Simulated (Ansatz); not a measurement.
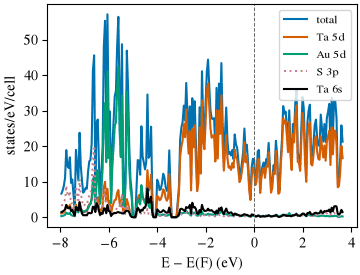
Figure: Total and projected density of states of Ta₅AuS in space group F-43m (No. 216; Pearson symbol cF112), r²SCAN in the plane-wave PAW code Ansatz

### Question
Which orbitals carry the states next to the Fermi level?

### Answer
Within 0.5 eV of the Fermi level: Ta 5d 86 %, outside the projected shells 6 %. Projections are on Löwdin-orthogonalised atomic valence shells; empty p or d shells of many metals are not among them.

### Question
Where is the tallest occupied peak in this window, and what makes it?

### Answer
Near -6.0 eV, about 57 states/eV per cell; the largest projected share is Au 5d.

The first step of the workflow began from a Materials Project structure, measured or hypothetical; the Crystallography Open Database copy checked does not list it. Whether it is the stable phase at ambient conditions was not checked. The cell was relaxed with r²SCAN under the symmetry of its start; its stability against distortions is not shown here. No spin polarisation was allowed. Scalar-relativistic: spin–orbit coupling is off unless named, which matters more the heavier the elements.

Potentials: the later of the program's two PAW sets.
